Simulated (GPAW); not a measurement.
# Ballistic transport through an In chain with a Se atom on top of one atom, from relaxation to T(E), part 2 of 3

How well does an In chain with a Se atom on top of one atom conduct once its atoms have relaxed, and how much do cheaper levels lose?

GPAW 26.7.0; GPAW LCAO, PAW setups; relaxation of the junction within the symmetry of its start, lead ends held (the session's first sound run).

So far, transmission at the Fermi level (one spin): step 3 (GPAW, dzp) 0.948.

### Step 4. GPAW, szp: basis = "szp(dzp)"

Level of this step: GPAW LCAO, PAW setups; Landauer transmission from Green's functions with principal layers (ASE), zero bias (GPAW).

The second zeta is dropped, the polarisation orbitals stay.

The input, run.py:

```python
import json
import numpy as np
from ase import Atoms
from ase.transport.calculators import TransportCalculator
from gpaw import GPAW, FermiDirac
from gpaw.lcao.tools import get_lcao_hamiltonian
from scipy.linalg import eigh

# The junction with lead layers at both ends, along the third cell vector
device = Atoms(
    ['In', 'In', 'In', 'In', 'In', 'In', 'In', 'Se', 'In', 'In', 'In', 'In', 'In', 'In'],
    positions=[
        [4.50000, 4.50000, 1.47500],
        [4.50000, 4.50000, 4.42500],
        [4.50000, 4.50000, 7.37500],
        [4.50000, 4.50000, 10.32500],
        [4.50000, 4.50000, 13.27500],
        [5.24111, 4.50000, 16.66008],
        [3.47817, 4.50000, 19.17500],
        [6.41265, 4.50000, 19.17500],
        [5.24111, 4.50000, 21.68992],
        [4.50000, 4.50000, 25.07500],
        [4.50000, 4.50000, 28.02500],
        [4.50000, 4.50000, 30.97500],
        [4.50000, 4.50000, 33.92500],
        [4.50000, 4.50000, 36.87500]],
    cell=[[9.0, 0.0, 0.0], [0.0, 9.0, 0.0], [0.0, 0.0, 38.35]],
    pbc=True)

# One principal layer of the lead: the first 3 atoms of the device
lead = Atoms(
    ['In', 'In', 'In'],
    positions=[
        [4.50000, 4.50000, 1.47500],
        [4.50000, 4.50000, 4.42500],
        [4.50000, 4.50000, 7.37500]],
    cell=[[9.0, 0.0, 0.0], [0.0, 9.0, 0.0], [0.0, 0.0, 8.85]],
    pbc=True)

settings = dict(mode='lcao', basis='szp(dzp)', xc='PBE', h=0.2,
                occupations=FermiDirac(0.1), maxiter=250,
                mixer=dict(beta=0.1, nmaxold=8, weight=100.0),
                convergence=dict(density=0.0001))
energies = np.arange(-2, 2 + 1e-9, 0.025)
eta = 0.0001
n1, n2 = 1, 1
# k and -k transmit alike, so half of the mesh across the current serves
mesh = [(i, j) for i in range(n1) for j in range(n2) if (i, j) <= (-i % n1, -j % n2)]
weights = np.array([1 if (i, j) == (-i % n1, -j % n2) else 2 for i, j in mesh]) / (n1 * n2)

# [... helper functions left out ...]
fermi_lead = ground_state(lead, (1, 1, 13), 'lead.txt')
fermi_device = ground_state(device, (1, 1, 2), 'device.txt')
# [... loop over the mesh left out, but for ...]
        # Shift the lead onto the potential of the device's first layer
        shift = ((H[:, 0, 0] - H0[:, 0, 0]) / S0[0, 0]).real.mean()
# [...]
kT = 8.617333e-5 * 300
bias = [0.1, 0.2, 0.5, 1.0, 1.5, 2.0]
# [... integrals and printing left out ...]
```

Command:

```sh
$ OMP_NUM_THREADS=1 OPENBLAS_NUM_THREADS=1 python run.py
```

The program printed:

```text
basis functions: device 191, principal layer 42
Fermi level: lead -2.3506 eV, device -2.2364 eV; lead shifted by 0.0032 eV
largest coupling past the next layer 1.86e-06 eV, largest misfit of the first layer 0.044 eV
  E-E_F (eV)   T (one spin)  channels
    -2.000    1.1447e-08    0.0000
    -1.975    8.6550e-09    0.0000
    -1.950    7.3656e-09    0.0000
    -1.925    6.9290e-09    0.0000
    -1.900    7.1702e-09    0.0000
    -1.875    8.2084e-09    0.0000
    -1.850    1.0595e-08    0.0000
    -1.825    1.6088e-08    0.0000
    -1.800    3.1798e-08    0.0000
    -1.775    1.1270e-07    0.0000
    -1.750    6.4550e-05    0.0000
    -1.725    1.3023e-07    0.0000
    -1.700    3.4365e-08    0.0000
    -1.675    2.0093e-08    0.0000
    -1.650    3.6514e-08    0.0000
    -1.625    7.5281e-10    0.0000
[...]
1.825    1.8773e+00    3.0000
     1.850    1.8866e+00    3.0000
     1.875    1.9009e+00    3.0000
     1.900    1.8940e+00    3.0000
     1.925    1.8788e+00    3.0000
     1.950    1.8554e+00    3.0000
     1.975    1.8253e+00    3.0000
     2.000    1.7904e+00    3.0000
conductance at 300 K: 0.95157 G0 a cell; thermopower -0.6948 uV/K
current from the zero-bias T(E) at 0.1 V: 7.3656 uA
current from the zero-bias T(E) at 0.2 V: 14.689 uA
current from the zero-bias T(E) at 0.5 V: 35.516 uA
current from the zero-bias T(E) at 1.0 V: 56.266 uA
current from the zero-bias T(E) at 1.5 V: 70.974 uA
current from the zero-bias T(E) at 2.0 V: 85.389 uA
```

Run time: 53 s. Hardware: 1 thread of Arm Neoverse V1, shared host; peak memory 1.3 GiB.

Numbers from this step:

```
conductance                                    : 0.9516 G₀
largest coupling past the next principal layer : 1.86e-6 eV
largest misfit of the first principal layer    : 0.04433 eV
shift that aligns the lead                     : 0.003207 eV
basis functions of the junction                : 191
basis functions of a principal layer           : 42
transmission at the Fermi level (one spin)     : 0.9541
```

One spin. Table of transmission, zone mean by energy, zero at the Fermi level:

```
energy (eV)  transmission, zone mean
    -2.0000                   1.1e-8
    -1.7500                   6.5e-5
    -1.5000                  7.0e-10
    -1.2500                   1.6e-8
    -1.0000                   0.0284
    -0.7500                  0.00709
    -0.5000                   0.0196
    -0.2500                    0.677
    -0.2000                    0.973
     0.0000                    0.954
     0.2500                    0.900
     0.5000                    0.781
     0.7500                    0.736
     1.0000                    0.780
     1.2500                     1.40
     1.5000                     1.43
     1.7500                     1.79
     1.8750                     1.90
     2.0000                     1.79
```

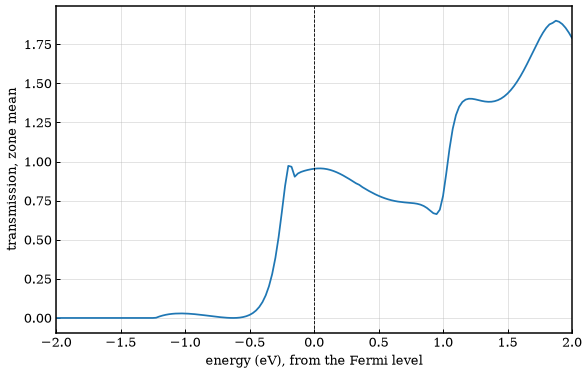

Transmission, zone mean, plotted against energy.

Crossings of the lead's bands, unfolded to its shortest repeat. The open channels, zone mean by energy, zero at the Fermi level:

```
energy (eV)  open channels, zone mean
     -1.400                         0
     -1.200                         1
     -1.000                         1
     -0.800                         1
     -0.600                         1
     -0.400                         1
     -0.200                         1
      0.000                         3
      0.200                         3
      0.400                         3
      0.600                         3
      0.800                         3
      1.000                         3
      1.200                         3
      1.400                         3
      1.600                         3
      1.800                         3
      2.000                         3
```

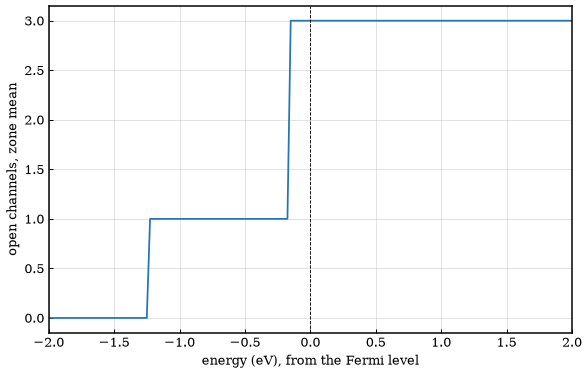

Open channels, zone mean, plotted against energy.

Not self-consistent under bias; the bias window is split evenly. Table of current through one cell, from the zero-bias transmission by bias:

```
bias (V)  current through one cell, from the zero-bias transmission (μA)
   0.100                                                            7.37
   0.200                                                            14.7
   0.500                                                            35.5
   1.000                                                            56.3
   1.500                                                            71.0
   2.000                                                            85.4
```

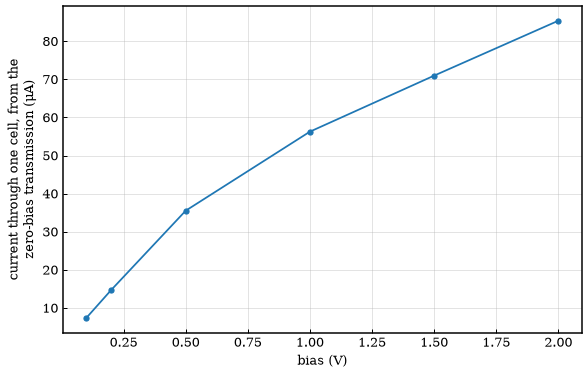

Current through one cell, from the zero-bias transmission, plotted against bias.

Transmission of the three most open eigenchannels against energy, zero at the Fermi level:

```
energy (eV)  channel 1  channel 2  channel 3
    -1.2500     1.6e-8          0          0
    -1.0000     0.0284          0          0
    -0.7500    0.00709          0          0
    -0.5000     0.0196          0          0
    -0.2500      0.677    4.5e-12          0
     0.0000      0.907     0.0366     0.0101
     0.2500      0.843     0.0415     0.0148
     0.5000      0.705     0.0484     0.0276
     0.7500      0.606     0.0702     0.0596
     1.0000      0.550      0.117      0.113
     1.2500      0.660      0.521      0.217
     1.5000      0.526      0.480      0.429
     1.7500      0.892      0.494      0.402
     2.0000      0.858      0.508      0.424
```

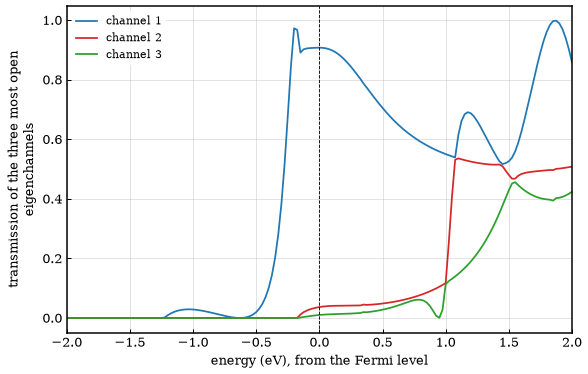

Transmission of the three most open eigenchannels against energy.

The conductance, 0.952 G₀, lies 0.6 % above that of the dzp run.

### Step 5. Minimal basis

One function for each valence shell of the setup, as for a first survey of a large system.

run.py, as its differences from that of step 4:

```diff
@@ -39,3 +39,3 @@
 
-settings = dict(mode='lcao', basis='szp(dzp)', xc='PBE', h=0.2,
+settings = dict(mode='lcao', basis='sz(dzp)', xc='PBE', h=0.2,
                 occupations=FermiDirac(0.1), maxiter=250,
```

The program printed:

```text
basis functions: device 121, principal layer 27
Fermi level: lead -2.2681 eV, device -2.1503 eV; lead shifted by -0.0047 eV
largest coupling past the next layer 1.93e-06 eV, largest misfit of the first layer 0.033 eV
  E-E_F (eV)   T (one spin)  channels
    -2.000    4.6767e-01    1.0000
    -1.975    4.3131e-01    1.0000
    -1.950    3.8497e-01    1.0000
[...]
1.975    1.9529e+00    3.0000
     2.000    1.9473e+00    3.0000
conductance at 300 K: 0.969 G0 a cell; thermopower -0.5925 uV/K
current from the zero-bias T(E) at 0.1 V: 7.4975 uA
current from the zero-bias T(E) at 0.2 V: 14.938 uA
current from the zero-bias T(E) at 0.5 V: 36.481 uA
current from the zero-bias T(E) at 1.0 V: 59.865 uA
current from the zero-bias T(E) at 1.5 V: 75.407 uA
current from the zero-bias T(E) at 2.0 V: 91.61 uA
```

It took 34 s on 1 thread; peak memory 1.1 GiB.

Numbers from this step:

```
conductance                                    : 0.9690 G₀
largest coupling past the next principal layer : 1.93e-6 eV
largest misfit of the first principal layer    : 0.03341 eV
shift that aligns the lead                     : -0.004715 eV
basis functions of the junction                : 121
basis functions of a principal layer           : 27
transmission at the Fermi level (one spin)     : 0.9729
```

One spin. Table of transmission, zone mean by energy, zero at the Fermi level:

```
energy (eV)  transmission, zone mean
    -2.0000                    0.468
    -1.7500                   2.9e-7
    -1.5000                   2.3e-9
    -1.2500                   1.2e-7
    -1.0000                   0.0270
    -0.7500                  0.00213
    -0.5000                   0.0519
    -0.2500                    0.859
    -0.2000                    0.980
     0.0000                    0.973
     0.2500                    0.916
     0.5000                    0.818
     0.7500                    0.759
     1.0000                     1.22
     1.2500                     1.47
     1.5000                     1.44
     1.7500                     1.69
     2.0000                     1.95
```

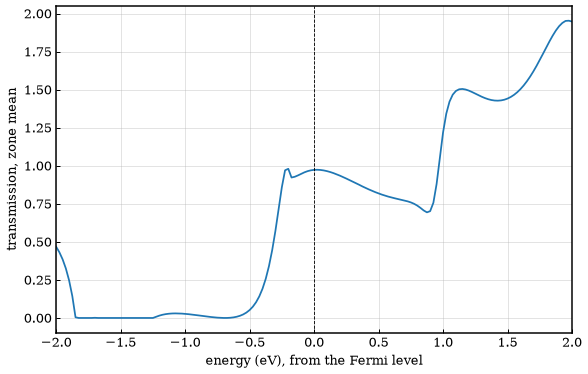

Transmission, zone mean against energy.

The conductance, 0.969 G₀, lies 2.5 % above that of the dzp run.

### Step 6. RPBE in the dzp basis: xc = "RPBE"

Back in the dzp basis, the functional changes from PBE to RPBE, to set the spread between functionals beside that between bases.

run.py, as its differences from that of step 5:

```diff
@@ -39,3 +39,3 @@
 
-settings = dict(mode='lcao', basis='sz(dzp)', xc='PBE', h=0.2,
+settings = dict(mode='lcao', basis='dzp', xc='RPBE', h=0.2,
                 occupations=FermiDirac(0.1), maxiter=250,
```

The program printed:

```text
basis functions: device 312, principal layer 69
Fermi level: lead -2.0811 eV, device -2.0002 eV; lead shifted by 0.0023 eV
largest coupling past the next layer 1.88e-06 eV, largest misfit of the first layer 0.048 eV
  E-E_F (eV)   T (one spin)  channels
    -2.000    1.7359e-01    1.0000
    -1.975    1.1732e-01    1.0000
    -1.950    5.1820e-02    1.0000
[...]
1.975    1.9007e+00    3.0000
     2.000    1.8664e+00    3.0000
conductance at 300 K: 0.93525 G0 a cell; thermopower -0.7047 uV/K
current from the zero-bias T(E) at 0.1 V: 7.2395 uA
current from the zero-bias T(E) at 0.2 V: 14.44 uA
current from the zero-bias T(E) at 0.5 V: 35.111 uA
current from the zero-bias T(E) at 1.0 V: 55.994 uA
current from the zero-bias T(E) at 1.5 V: 70.146 uA
current from the zero-bias T(E) at 2.0 V: 86.614 uA
```

Run time: 73 s. Hardware: 1 thread; peak memory 1.3 GiB.

Numbers from this step:

```yaml
conductance: 0.9352 G₀
largest_coupling_past_the_next_principal_layer: 1.88e-6 eV
largest_misfit_of_the_first_principal_layer: 0.04752 eV
shift_that_aligns_the_lead: 0.002255 eV
basis_functions_of_the_junction: 312
basis_functions_of_a_principal_layer: 69
transmission_at_the_fermi_level_one_spin: 0.9378
```

The conductance, 0.935 G₀, lies 1.1 % below that of the dzp run.

### Step 7. Without the relaxation: geometry = "as built"

The dzp basis with PBE on the structure as first built shows what the relaxation was worth.

run.py, as its differences from that of step 6:

```diff
@@ -17,6 +17,6 @@
         [4.50000, 4.50000, 13.27500],
-        [5.24111, 4.50000, 16.66008],
-        [3.47817, 4.50000, 19.17500],
-        [6.41265, 4.50000, 19.17500],
-        [5.24111, 4.50000, 21.68992],
+        [4.50000, 4.50000, 16.22500],
+        [4.50000, 4.50000, 19.17500],
+        [6.95570, 4.50000, 19.17500],
+        [4.50000, 4.50000, 22.12500],
         [4.50000, 4.50000, 25.07500],
@@ -39,3 +39,3 @@
 
-settings = dict(mode='lcao', basis='dzp', xc='RPBE', h=0.2,
+settings = dict(mode='lcao', basis='dzp', xc='PBE', h=0.2,
                 occupations=FermiDirac(0.1), maxiter=250,
```

The program printed:

```text
basis functions: device 312, principal layer 69
Fermi level: lead -2.2014 eV, device -2.2282 eV; lead shifted by -0.0121 eV
largest coupling past the next layer 1.88e-06 eV, largest misfit of the first layer 0.017 eV
  E-E_F (eV)   T (one spin)  channels
    -2.000    1.4633e-01    1.0000
    -1.975    1.5309e-06    0.0000
    -1.950    1.1115e-07    0.0000
[...]
1.975    1.7651e+00    3.0000
     2.000    1.7695e+00    3.0000
conductance at 300 K: 1.0825 G0 a cell; thermopower -1.871 uV/K
current from the zero-bias T(E) at 0.1 V: 8.3759 uA
current from the zero-bias T(E) at 0.2 V: 16.684 uA
current from the zero-bias T(E) at 0.5 V: 40.738 uA
current from the zero-bias T(E) at 1.0 V: 78.383 uA
current from the zero-bias T(E) at 1.5 V: 110.95 uA
current from the zero-bias T(E) at 2.0 V: 139.19 uA
```

Elapsed: 72 s, on 1 thread; peak memory 1.3 GiB.

This step gave:

| Quantity | Value |
| --- | --- |
| conductance | 1.082 G₀ |
| largest misfit of the first principal layer | 0.01657 eV |
| shift that aligns the lead | -0.01210 eV |
| transmission at the Fermi level (one spin) | 1.086 |

The conductance, 1.08 G₀, lies 14 % above that of the dzp run.

### Step 8. The ladder

Times are for 1 thread of Arm Neoverse V1, shared host. The series side by side:

```
no.       run  conductance (G₀)  time  memory (GiB)
  1       dzp            0.9457  74 s           1.3
  2       szp            0.9516  53 s           1.3
  3        sz            0.9690  34 s           1.1
  4  dzp RPBE            0.9352  73 s           1.3
  5   asbuilt             1.082  72 s           1.3
```

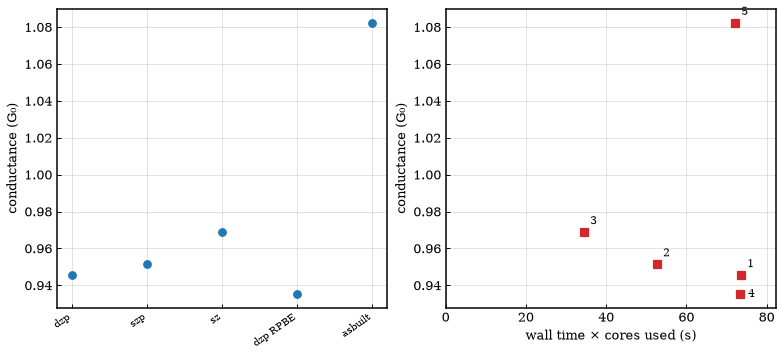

The series as plots; the last panel sets the first result against cost, with the runs numbered as in the table.

### Step 9. The levels side by side

The curves are compared point by point over the common energies.

This step: comparison of transmission and cost over codes, levels and geometry (GPAW 26.7.0).

Ladder, by row:

```
    step  code  T at the Fermi level (sum over the listed spins)  conductance (G0)  r.m.s. T(E) from the first  wall time (s)  peak memory (GiB)  threads
     dzp  GPAW                                            0.9483            0.9457                           0          73.61               1.29        1
     szp  GPAW                                            0.9541            0.9516                     0.09658          52.63               1.26        1
      sz  GPAW                                            0.9729             0.969                     0.08457          34.44               1.15        1
dzp-RPBE  GPAW                                            0.9378            0.9352                     0.01292          73.49               1.29        1
 asbuilt  GPAW                                             1.086             1.083                      0.3299          72.12               1.28        1
```

The transmission, zone mean, sum over the listed spins by energy, zero at the Fermi level:

```
energy (eV)     dzp      szp      sz  dzp-RPBE  asbuilt
     -2.000  0.0872   1.1e-8   0.468     0.174    0.146
     -1.500  2.2e-9  7.0e-10  2.3e-9    2.8e-9   3.1e-8
     -1.000  0.0375   0.0284  0.0270    0.0369    0.190
     -0.500  0.0203   0.0196  0.0519    0.0248    0.740
     -0.200   0.981    0.973   0.980     0.987    0.935
      0.000   0.948    0.954   0.973     0.938     1.09
      0.500   0.770    0.781   0.818     0.765     1.11
      1.000    1.32    0.780    1.22      1.32     1.32
      1.500    1.49     1.43    1.44      1.49     1.63
      1.875    1.96     1.90    1.89      1.97     1.75
      2.000    1.86     1.79    1.95      1.87     1.77
```

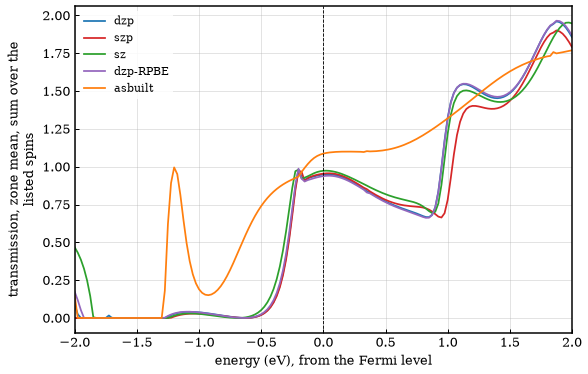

Transmission, zone mean, sum over the listed spins against energy.

(Part 2 of 3 ends here.)

[Logs are printed without paths, hosts, clocks, repeated set-up lines and the standing remarks that a program may print on its own settings, such as how far it seeks lower states.]

[Hosts, paths, dates, database ids (printed as entryN), source tags and the programs' standing remarks are cut or masked in the printed files.]
